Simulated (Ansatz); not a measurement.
**Ga$_{4}$PN$_{3}$: density, localisation and related maps**

Input

```
crystal:
  lattice:
    - [1.5745524191, 0.909068263, 10.2849333333]
    - [-1.5745524191, 0.909068263, 10.2849333333]
    - [0.0, -1.818136526, 10.2849333333]
  atoms:
    - { symbol: "N", position: [0.0, 0.0, 0.0] }
    - { symbol: "N", position: [0.75, 0.75, 0.75] }
    - { symbol: "N", position: [0.5, 0.5, 0.5] }
    - { symbol: P, position: [0.25, 0.25, 0.25] }
    - { symbol: Ga, position: [0.6875, 0.6875, 0.6875] }
    - { symbol: Ga, position: [0.4375, 0.4375, 0.4375] }
    - { symbol: Ga, position: [0.1875, 0.1875, 0.1875] }
    - { symbol: Ga, position: [0.9375, 0.9375, 0.9375] }
kpoints:
  mp_grid: { grid: [8, 8, 8] }
hamiltonian:
  xc: pbe
scf:
  occupations: { method: fermi_dirac, width: 0.02 }
relax:
  f_tol: 0.005
  cell: {}
output:
  write_density: true
  write_potential: true
  elf: true
  volumetric_format: npy
```

Launched as:

```sh
ansatz run input.yaml --threads 2 --pin off --max-ram 29491MiB --backend cpu --events-out ev --progress --plain --runs-dir out
```

Below, planes, directions and counts refer to the conventional cell (a = 3.37 Å, b = 3.37 Å, c = 33.66 Å, α = 90.00°, β = 90.00°, γ = 120.00°).

The fields are those of the relaxed geometry.

Space group R3m; started from the ordered alloy on zincblende lattice prototype, which need not be the ambient phase.

Level of theory: DFT, PBE, plane waves, PAW (Ansatz).

The density is the valence pseudo-density of a PAW calculation; it isn't the true density close to the nuclei.

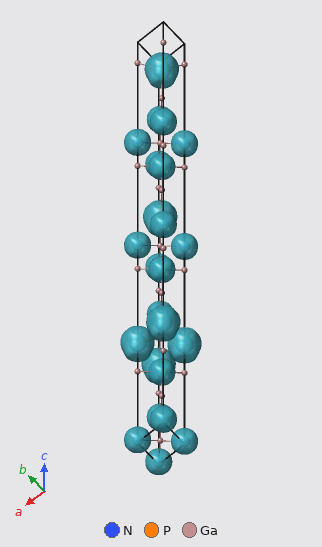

Figure 1. Isosurface of the electron localisation function at 0.65 (cyan), seen at an oblique angle. Core shells and regions of very low density are left out. Sticks mark near contacts.

What do the ELF domains correspond to?

The ELF exceeds this value in three regions on P in which the atom's valence shell and bonds are merged and nine regions wrapped around N (the valence shell of each), counted in one cell of 24 atoms. Regions shared between cells count once.


Ga–N (1.96 Å): the ELF peaks at about 0.85 in the valence shell of N, 0.6 Å from its nucleus, and is about 0.50 at the midpoint. Ga–P (2.24 Å): the ELF peaks at about 0.90 in the valence shell of P, 0.8 Å from its nucleus, and is about 0.75 at the midpoint.

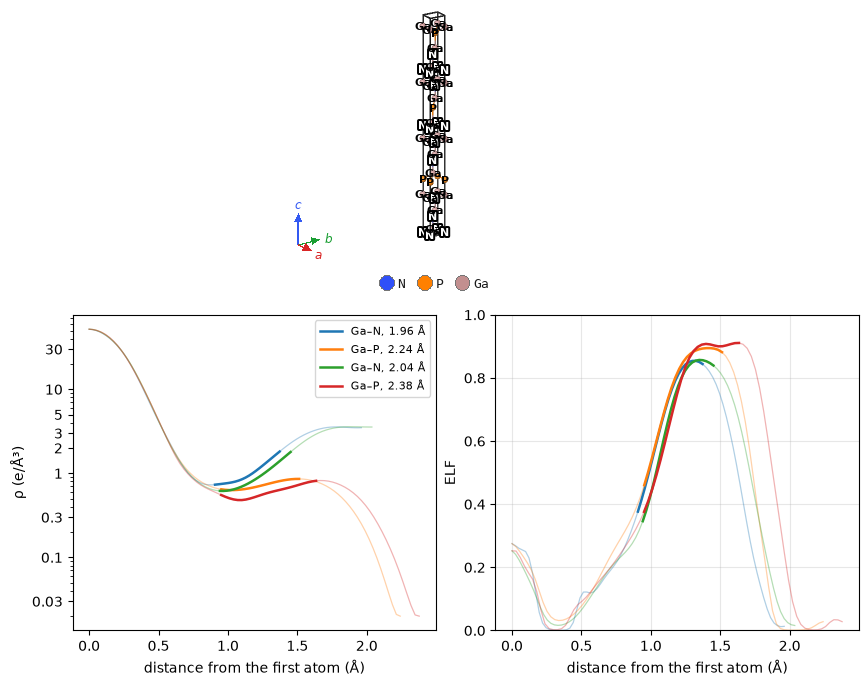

Figure 2. Valence electron density and ELF along straight lines between neighbouring atoms. Thin, pale parts lie inside the atomic spheres. The structure is drawn too.

What can be read from the curves?

Ga–N (1.96 Å): ρ is about 0.76 e/Å³ halfway; the ELF peaks at about 0.85 in the valence shell of N, 0.6 Å from its nucleus, and is about 0.50 at the midpoint.
Ga–P (2.24 Å): ρ is about 0.65 e/Å³ halfway; the ELF peaks at about 0.90 in the valence shell of P, 0.8 Å from its nucleus, and is about 0.75 at the midpoint.
Ga–N (2.04 Å): the density is about 0.63 e/Å³ at the midpoint; the ELF peaks at about 0.85 in the valence shell of N, 0.7 Å from its nucleus, and is about 0.45 at the midpoint.
Ga–P (2.38 Å): ρ is about 0.52 e/Å³ halfway; the ELF peaks at about 0.90 in the valence shell of P, 0.7 Å from its nucleus, and is about 0.75 at the midpoint.
